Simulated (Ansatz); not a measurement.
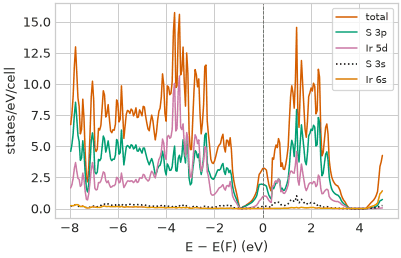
Fig. 1. Total and projected density of states of Ir3S8 in space group R-3 (No. 148; Ir on 9e, S on 18f, S on 6c), DFT-r²SCAN in the program Ansatz with PAW potentials

Which orbitals carry the states next to the Fermi level?

Within 0.5 eV of the Fermi level: S 3p 58 %, Ir 5d 32 %, S 3s 6 %. Projections are on Löwdin-orthogonalised atomic valence shells; empty p or d shells of many metals are not among them.

Where is the tallest occupied peak in this window, and what makes it?

Near -3.6 eV, about 16 states/eV per cell; the largest projected share is Ir 5d.

The workflow started from a Materials Project entry (that database holds measured and hypothetical structures alike); the Crystallography Open Database copy checked does not list it. Its standing as an ambient phase is unchecked. Symmetry was held in the r²SCAN relaxation; its stability against distortions is not shown here. The run is not spin-polarised. With an odd number of electrons in the cell and no spin polarisation, the count alone makes it a metal. Scalar-relativistic: spin–orbit coupling is off unless named, which matters more the heavier the elements.

Potentials: the later of the program's two PAW sets.
